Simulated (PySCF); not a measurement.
Vertical excitations of a molecule C6H10 from TDA-PBE0/def2-SVPD run with PySCF, as energy in eV (oscillator strength): 5.73 (0.000), 5.99 (0.001), 6.78 (0.019), 6.89 (0.050), 7.19 (0.190), 7.46 (0.453), 7.62 (0.018), 7.71 (0.016), 7.77 (0.009), 7.87 (0.063). Lowest triplet (TDA): 4.43 eV. The structure is a stationary point at PBE0-D3(BJ)/def2-SVP. The values are those of a single conformer.

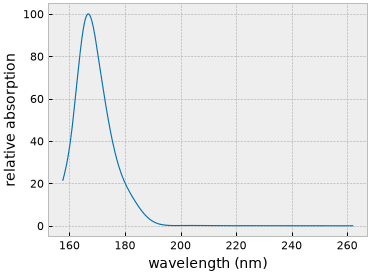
Figure: The lines broadened by 0.4 eV.

Q: Identify the compound among the candidates.
A. C[C@H]1C=CCC1
B. CCC#CCC
C. CC=C=CCC
D. CC#CC(C)C

A: C, CC=C=CCC
